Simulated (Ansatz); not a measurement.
# triplet HBS: levels of theory compared

Aim: a comparison of 6 runs (UHF/3-21G, UHF/def2-TZVPPD, UBLYP/def2-TZVPPD, UPBE0/def2-TZVPPD, UMP2/def2-TZVPPD, UCCSD(T)/def2-TZVPPD) of triplet HBS. 

The results are computed with Ansatz 0.2.0.

56 further runs of the same task are left out: 3 that didn't finish, 53 set aside as unsound or not needed.

### 1 The structure to begin with

HBS: 3 atoms, total charge 0, spin state triplet. SMILES of the parent species: `B=S`. The coordinates come from a PBE0-D4/def2-TZVP relaxation. That shape belongs to the parent species and isn't relaxed for this state.

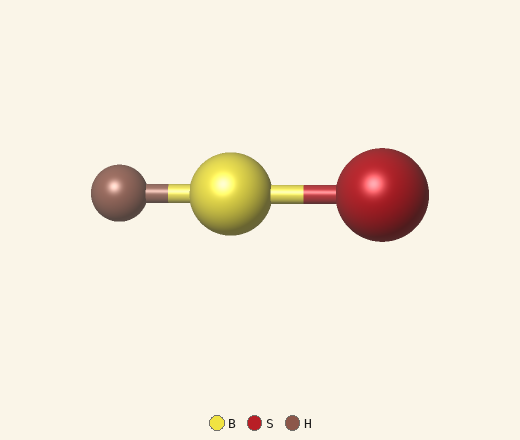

Viewed from a chosen angle; boron yellow, sulfur red, hydrogen brown.

### 2 The energy at UHF/3-21G (run 1)

Input file molecule.yaml:

```yaml
crystal:
  periodic: [false, false, false]
  atoms:
    - {symbol: B, position_ang: [-0.038660, -0.014560, 0.134750]}
    - {symbol: S, position_ang: [0.399170, 0.147640, -1.393290]}
    - {symbol: H, position_ang: [-0.360510, -0.133080, 1.258530]}
basis:
  gaussian:
    orbitals: 3-21G.json
magnetization:
  spin_polarized: true
  initial_magnetization: 2
hamiltonian:
  xc: hf
accuracy: high
output:
  orbitals: {seedname: orbitals}
```

The basis set 3-21G is read from a file made from the Basis Set Exchange's data (not shown).

Started as:

```sh
$ ansatz run molecule.yaml --threads 1 --pin off --max-ram 3480MiB --events-out events.jsonl --progress --plain --runs-dir runs
```

What it wrote:

```text
Warning: RAYON_NUM_THREADS=1 ignored (pool sized by the plan → 1); use --threads N
Functional definition: HF
  name "HF"
  exchange = exact_x
  correlation = 0
482 factors; integrals over basis functions are off by at most 4.1e-9 eV
mean field evaluation 1: about -11442.4835 eV, gradient 7.6e0 eV
mean field evaluation 2: about -11442.6383 eV, gradient 7.8e0 eV
mean field evaluation 4: about -11443.2656 eV, gradient 8.6e-1 eV
mean field evaluation 8: about -11443.2819 eV, gradient 4.6e-4 eV
mean field evaluation 16: about -11443.2819 eV, gradient 8.1e-4 eV
mean field evaluation 32: about -11443.3610 eV, gradient 5.1e-1 eV
mean field evaluation 64: about -11443.7544 eV, gradient 1.3e-3 eV
mean field evaluation 96: about -11443.7544 eV, gradient 1.1e-3 eV
mean field evaluation 128: about -11443.7544 eV, gradient 9.0e-4 eV
mean field evaluation 160: about -11443.7544 eV, gradient 5.9e-4 eV
mean field evaluation 192: about -11443.7544 eV, gradient 2.6e-3 eV
mean field evaluation 224: about -11443.7544 eV, gradient 4.5e-6 eV
mean field evaluation 256: about -11443.7544 eV, gradient 1.4e-4 eV
mean field evaluation 288: about -11443.1750 eV, gradient 2.1e0 eV
mean field evaluation 320: about -11443.7544 eV, gradient 4.7e-6 eV
mean field evaluation 352: about -11443.7450 eV, gradient 8.5e-1 eV
mean field -11443.75435678 eV, -420.5502157562 hartree, gradient 1.7e-8 eV, S^2 2.014943; 5 other end points of the search recorded, 0 dependent functions left out
reference -11443.75435678 eV, -420.5502157562 hartree; 12, 10 occupied and 12, 14 virtual orbitals, 482 factors
Total energy: -11443.75435678 eV, -420.5502157562 hartree
```

Wall time 1.4 s (1 thread of Arm Neoverse V1, shared host).

### 3 A single-point energy at UHF/def2-TZVPPD (run 2)

Input file input.yaml:

```yaml
crystal:
  periodic: [false, false, false]
  atoms:
    - {symbol: B, position_ang: [-0.038660, -0.014560, 0.134750]}
    - {symbol: S, position_ang: [0.399170, 0.147640, -1.393290]}
    - {symbol: H, position_ang: [-0.360510, -0.133080, 1.258530]}
basis:
  gaussian:
    orbitals: def2-TZVPPD.json
total_charge: 0
magnetization:
  spin_polarized: true
  initial_magnetization: 2
hamiltonian:
  xc: hf
accuracy: high
output: {orbitals: {seedname: orbitals}}
```

The basis set def2-TZVPPD is read from a file made from the Basis Set Exchange's data (not shown).

Started as:

```sh
$ ansatz run input.yaml --threads 1 --pin off --max-ram 3480MiB --events-out events.jsonl --progress --plain --runs-dir runs
```

What it wrote:

```text
Warning: RAYON_NUM_THREADS=1 ignored (pool sized by the plan → 1); use --threads N
[... 4 set-up lines as earlier in the session ...]
1398 factors; integrals over basis functions are off by at most 4.0e-9 eV
mean field evaluation 1: about -11500.6753 eV, gradient 9.4e0 eV
mean field evaluation 2: about -11500.6768 eV, gradient 9.4e0 eV
mean field evaluation 4: about -11501.5327 eV, gradient 1.3e0 eV
mean field evaluation 8: about -11501.5581 eV, gradient 1.9e-3 eV
mean field evaluation 16: about -11501.5581 eV, gradient 3.8e-3 eV
mean field evaluation 32: about -11501.6498 eV, gradient 7.0e-1 eV
mean field evaluation 64: about -11502.1153 eV, gradient 2.4e-2 eV
mean field evaluation 96: about -11502.1154 eV, gradient 3.5e-3 eV
mean field evaluation 128: about -11502.0367 eV, gradient 3.2e0 eV
mean field evaluation 160: about -11502.1147 eV, gradient 1.1e-1 eV
mean field evaluation 192: about -11502.1154 eV, gradient 5.7e-4 eV
mean field evaluation 224: about -11501.5337 eV, gradient 1.3e0 eV
mean field evaluation 256: about -11502.1153 eV, gradient 1.1e-2 eV
mean field -11502.11535218 eV, -422.6949427790 hartree, gradient 1.9e-8 eV, S^2 2.029705; 5 other end points of the search recorded, 0 dependent functions left out
reference -11502.11535218 eV, -422.6949427790 hartree; 12, 10 occupied and 93, 95 virtual orbitals, 1398 factors
Total energy: -11502.11535218 eV, -422.6949427790 hartree
```

Wall time 32 s (1 thread of Arm Neoverse V1, shared host); peak memory 0.23 GiB.

### 4 A single-point energy at UBLYP/def2-TZVPPD (run 3)

input.yaml, as its differences from that of step 3:

```diff
@@ -9,3 +9,2 @@
     orbitals: def2-TZVPPD.json
-total_charge: 0
 magnetization:
@@ -14,3 +13,3 @@
 hamiltonian:
-  xc: hf
+  xc: {name: BLYP}
 accuracy: high
```

The basis set def2-TZVPPD is read from a file made from the Basis Set Exchange's data (not shown).

Started as:

```sh
$ ansatz run input.yaml --threads 1 --pin off --max-ram 3480MiB --events-out events.jsonl --progress --plain --runs-dir runs
```

What it wrote:

```text
Warning: RAYON_NUM_THREADS=1 ignored (pool sized by the plan → 1); use --threads N
Functional definition: BLYP
  name "BLYP"
  parameter beta = 0.0042
  parameter a = 0.04918
  parameter b = 0.132
  parameter c = 0.2533
  parameter d = 0.349
  exchange = b88_x(beta = beta)
  correlation = lyp_c(a = a, b = b, c = c, d = d)
1398 factors; integrals over basis functions are off by at most 4.0e-9 eV
mean field evaluation 1: about -11519.6312 eV, gradient 2.4e1 eV
mean field evaluation 2: about -11492.3483 eV, gradient 5.2e1 eV
mean field evaluation 4: about -11523.2082 eV, gradient 4.9e0 eV
mean field evaluation 8: about -11523.7868 eV, gradient 2.3e0 eV
mean field evaluation 16: about -11523.8225 eV, gradient 8.1e-3 eV
mean field evaluation 32: about -11523.8225 eV, gradient 9.9e-7 eV
mean field evaluation 64: about -11523.8225 eV, gradient 2.5e-4 eV
mean field evaluation 96: about -11523.8225 eV, gradient 1.2e-5 eV
mean field evaluation 128: about -11523.8225 eV, gradient 9.8e-3 eV
mean field evaluation 160: about -11523.3616 eV, gradient 8.0e-6 eV
mean field evaluation 192: about -11523.8225 eV, gradient 2.9e-3 eV
mean field evaluation 224: about -11523.8226 eV, gradient 1.9e-2 eV
mean field evaluation 256: about -11523.6486 eV, gradient 2.7e0 eV
mean field -11523.82249978 eV, -423.4926657394 hartree, gradient 3.6e-10 eV, S^2 2.006392; 11 other end points of the search recorded, 0 dependent functions left out
reference -11523.82254185 eV, -423.4926672855 hartree; 12, 10 occupied and 93, 95 virtual orbitals, 1398 factors
Total energy: -11523.82254185 eV, -423.4926672855 hartree
```

Run time: 3.9 min. Hardware: 1 thread of Arm Neoverse V1, shared host; peak memory 0.26 GiB.

Runs 4 to 5 aren't shown in full; the table further down has their settings and results.

### 5 A single-point energy at UCCSD(T)/def2-TZVPPD (run 6)

Input file run.yaml:

```yaml
basis:
  gaussian: {orbitals: def2-TZVPPD.json}
crystal:
  periodic: [false, false, false]
  atoms:
    - {symbol: B, position_ang: [-0.038660, -0.014560, 0.134750]}
    - {symbol: S, position_ang: [0.399170, 0.147640, -1.393290]}
    - {symbol: H, position_ang: [-0.360510, -0.133080, 1.258530]}
magnetization: {spin_polarized: true, initial_magnetization: 2}
correlation: {method: ccsd_t, frozen_orbitals: {B: 1, H: 0, S: 5}}
accuracy: high
scf: {omitted_lower_state_checks: [cluster_reference, increment]}
```

The basis set def2-TZVPPD is read from a file made from the Basis Set Exchange's data (not shown).

Started as:

```sh
$ ansatz run run.yaml --threads 1 --pin off --max-ram 3480MiB --events-out events.jsonl --progress --plain --runs-dir runs
```

What it wrote:

```text
Warning: RAYON_NUM_THREADS=1 ignored (pool sized by the plan → 1); use --threads N
[... 18 lines left out ...]
6 core orbitals not correlated: weight in the atoms' cores, before any rotation towards them, 1.000 or more for the frozen orbitals, at most 0.000 for the correlated occupied ones
[... 32 lines left out ...]
Total energy: -11509.25733140 eV, -422.9574056741 hartree
Checks for a lower state left out: cluster_reference, increment
```

It took 58 s on 1 thread of Arm Neoverse V1, shared host; peak memory 0.99 GiB.

### 6 The series

| run | level | frozen core orbitals | energy (Eh) | HOMO energy (eV) | ⟨S²⟩ | wall time |
| --- | --- | --- | --- | --- | --- | --- |
| 1 | UHF/3-21G | – | -420.550216 | -7.02 | 2.015 | 1.4 s |
| 2 | UHF/def2-TZVPPD | – | -422.694943 | -6.91 | 2.030 | 32 s |
| 3 | UBLYP/def2-TZVPPD | – | -423.492667 | -2.92 | 2.006 | 3.9 min |
| 4 | UPBE0/def2-TZVPPD | – | -423.328889 | -4.21 | 2.011 | 2.6 min |
| 5 | UMP2/def2-TZVPPD | 6 | -422.912799 | – | 2.030 | 41 s |
| 6 | UCCSD(T)/def2-TZVPPD | 6 | -422.957406 | – | 2.030 | 58 s |

### 7 Summary of results

| quantity | value |
| --- | --- |
| run 6: total energy | -422.95741 Eh |
| run 6: correlation energy (6 core orbitals frozen) | -262.5 mEh |
| run 6: (T) correction | -11.12 mEh |
| run 6: ⟨S²⟩ of the reference determinant | 2.030 |
| run 6: T1 diagnostic | 0.017 |

**Reading.** Below the UHF energy at the same shape and in the same basis (def2-TZVPPD): UMP2 -217.9 mEh; UCCSD(T) -262.5 mEh. Totals of different functionals can't be ranked against each other. All runs together took 8.7 min, the longest 3.9 min.
